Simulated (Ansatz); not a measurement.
# BH3Cl− (SMILES [H][B-]([H])([H])Cl): levels of theory compared

Aim: a comparison of 6 runs (HF/STO-3G, r2SCAN0/STO-3G, UMP2/STO-3G, CCSDT(Q)/STO-3G, CCSDT/STO-3G, FCI/STO-3G) of BH3Cl−. 

Program for the calculation: Ansatz 0.2.0.

6 further runs of the same task are left out: 6 that didn't finish.

## Step 1: Starting point

BH3Cl− has 5 atoms, charge -1, and is taken as a singlet. As SMILES, `[H][B-]([H])([H])Cl`. The H3–B1 distance was set to 1.811 Å, away from the relaxed value. At this shape a bond of the SMILES string is far longer than usual.

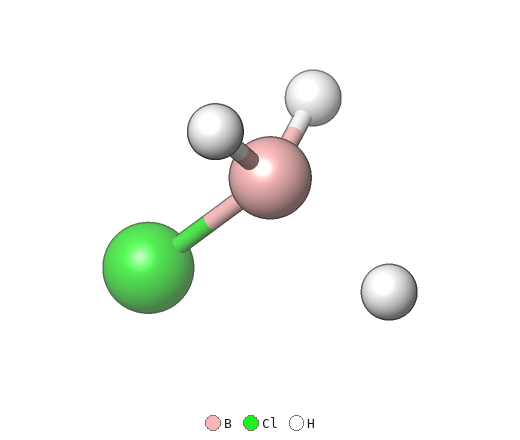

Viewed from a chosen angle; boron pink, chlorine green, hydrogen white.

## Step 2: The energy at HF/STO-3G (run 1)

The input, molecule.yaml:

```yaml
basis:
  gaussian:
    orbitals: STO-3G
crystal:
  periodic: [false, false, false]
  atoms:
    - {symbol: B, position_ang: [-0.578058, -0.003245, 0.010601]}
    - {symbol: Cl, position_ang: [-0.563178, -0.026015, 1.884941]}
    - {symbol: H, position_ang: [1.152300, 0.011380, -0.522240]}
    - {symbol: H, position_ang: [-1.163418, 1.000825, -0.319389]}
    - {symbol: H, position_ang: [-1.154758, -1.002455, -0.343469]}
total_charge: -1
hamiltonian:
  xc: hf
accuracy: high
```

The run is started by

```console
$ ansatz run molecule.yaml --threads 1 --pin off --max-ram 2610MiB --events-out events.jsonl --progress --plain --runs-dir runs
```

What it wrote:

```text
Warning: RAYON_NUM_THREADS=1 ignored (pool sized by the plan → 1); use --threads N
Functional definition: HF
  name "HF"
  exchange = exact_x
  correlation = 0
281 factors; integrals over basis functions are off by at most 3.5e-8 eV
mean field evaluation 1: about -13074.3984 eV, gradient 1.8e1 eV
mean field evaluation 2: about -13074.4455 eV, gradient 1.8e1 eV
mean field evaluation 4: about -13076.2157 eV, gradient 1.1e0 eV
mean field evaluation 8: about -13076.2195 eV, gradient 1.8e-4 eV
mean field -13076.21950340 eV, -480.5422033702 hartree, gradient 1.5e-8 eV, S^2 0.000000; 0 other end points of the search recorded, 0 dependent functions left out
reference -13076.21950340 eV, -480.5422033702 hartree; 13, 13 occupied and 4, 4 virtual orbitals, 281 factors
Total energy: -13076.21950340 eV, -480.5422033702 hartree
```

Wall time 0.27 s (1 thread of Intel Xeon Platinum 8259CL at 2.50GHz (Skylake/Cascade Lake), shared host).

## Step 3: The energy at r2SCAN0/STO-3G (run 2)

The input, molecule.yaml:

```yaml
basis:
  gaussian: {orbitals: STO-3G}
crystal:
  periodic: [false, false, false]
  atoms:
    - symbol: B
      position_ang: [-0.578058, -0.003245, 0.010601]
    - symbol: Cl
      position_ang: [-0.563178, -0.026015, 1.884941]
    - symbol: H
      position_ang: [1.152300, 0.011380, -0.522240]
    - symbol: H
      position_ang: [-1.163418, 1.000825, -0.319389]
    - symbol: H
      position_ang: [-1.154758, -1.002455, -0.343469]
total_charge: -1
hamiltonian: {xc: {name: r2SCAN0}}
accuracy: high
```

The run is started by

```console
$ ansatz run molecule.yaml --threads 1 --pin off --max-ram 2610MiB --events-out events.jsonl --progress --plain --runs-dir runs
```

What it wrote:

```text
Warning: RAYON_NUM_THREADS=1 ignored (pool sized by the plan → 1); use --threads N
Functional definition: r2SCAN0
  name "r2SCAN0"
  parameter a = 0.25
  parameter k0 = 0.174
  parameter k1 = 0.065
  parameter a1 = 4.9479
  exchange = (1 - a)*r2scan_x(k0 = k0, k1 = k1, a1 = a1) + a*exact_x
  correlation = r2scan_c
281 factors; integrals over basis functions are off by at most 3.5e-8 eV
mean field evaluation 1: about -13098.3130 eV, gradient 1.7e1 eV
mean field evaluation 2: about -13098.1272 eV, gradient 2.0e1 eV
mean field evaluation 4: about -13099.7809 eV, gradient 3.0e-1 eV
mean field evaluation 8: about -13099.7370 eV, gradient 1.4e-3 eV
mean field -13099.73696403 eV, -481.4064541075 hartree, gradient 1.9e-8 eV, S^2 0.000000; 0 other end points of the search recorded, 0 dependent functions left out
reference -13099.73696431 eV, -481.4064541178 hartree; 13, 13 occupied and 4, 4 virtual orbitals, 281 factors
Total energy: -13099.73696431 eV, -481.4064541178 hartree
```

It took 2.3 s on 1 thread of Intel Xeon Platinum 8259CL at 2.50GHz (Skylake/Cascade Lake), shared host; peak memory 0.14 GiB.

Runs 3 to 5 aren't shown in full; the table further down has their settings and results.

## Step 4: The energy at FCI/STO-3G (run 6)

The input, molecule.yaml:

```yaml
basis:
  gaussian: {orbitals: STO-3G}
crystal:
  periodic: [false, false, false]
  atoms:
    - {symbol: B, position_ang: [-0.578058, -0.003245, 0.010601]}
    - {symbol: Cl, position_ang: [-0.563178, -0.026015, 1.884941]}
    - {symbol: H, position_ang: [1.152300, 0.011380, -0.522240]}
    - {symbol: H, position_ang: [-1.163418, 1.000825, -0.319389]}
    - {symbol: H, position_ang: [-1.154758, -1.002455, -0.343469]}
total_charge: -1
magnetization: {spin_polarized: false, initial_magnetization: 0}
correlation: {method: fci, frozen_orbitals: {B: 1, Cl: 5, H: 0}}
accuracy: high
```

The run is started by

```console
$ ansatz run molecule.yaml --threads 1 --pin off --max-ram 2610MiB --events-out events.jsonl --progress --plain --runs-dir runs
```

What it wrote:

```text
Warning: RAYON_NUM_THREADS=1 ignored (pool sized by the plan → 1); use --threads N
[... 4 set-up lines as earlier in the session ...]
281 factors; integrals over basis functions are off by at most 3.5e-8 eV
mean field evaluation 1: about -13074.3984 eV, gradient 1.8e1 eV
mean field evaluation 2: about -13074.4455 eV, gradient 1.8e1 eV
mean field evaluation 4: about -13076.2157 eV, gradient 1.1e0 eV
mean field evaluation 8: about -13076.2195 eV, gradient 1.8e-4 eV
mean field -13076.21950340 eV, -480.5422033702 hartree, gradient 1.5e-8 eV, S^2 0.000000; 0 other end points of the search recorded, 0 dependent functions left out
6 core orbitals not correlated: weight in the atoms' cores, before any rotation towards them, 1.000 or more for the frozen orbitals, at most 0.000 for the correlated occupied ones
reference -13076.21950340 eV, -480.5422033702 hartree; 7, 7 occupied and 4, 4 virtual orbitals, 281 factors
state -13078.63959199 eV, -480.6311399855 hartree
Total energy: -13078.63959199 eV, -480.6311399855 hartree
```

It took 1.5 s on 1 thread of Intel Xeon Platinum 8259CL at 2.50GHz (Skylake/Cascade Lake), shared host; peak memory 0.098 GiB.

## Step 5: Overview of the runs

```
run            level  frozen core orbitals  energy (Eh)  wall time
  1        HF/STO-3G                     –  -480.542203     0.27 s
  2   r2SCAN0/STO-3G                     –  -481.406454      2.3 s
  3      UMP2/STO-3G                     6  -480.602540     0.34 s
  4  CCSDT(Q)/STO-3G                     6  -480.631176     0.55 s
  5     CCSDT/STO-3G                     6  -480.631293     0.59 s
  6       FCI/STO-3G                     6  -480.631140      1.5 s
```

## Step 6: Summary of results

| quantity | value |
| --- | --- |
| run 6: total energy | -480.63114 Eh |
| run 6: correlation energy (6 core orbitals frozen) | -88.9 mEh |

Against full CI in this basis: HF +88.9 mEh; UMP2 +28.6 mEh; CCSDT(Q) -0.0 mEh; CCSDT -0.2 mEh. In runs 1, 2, 3, 4, 5, 6 the basis is minimal, so the values are rough. All runs together took 5.6 s, the longest 2.3 s.
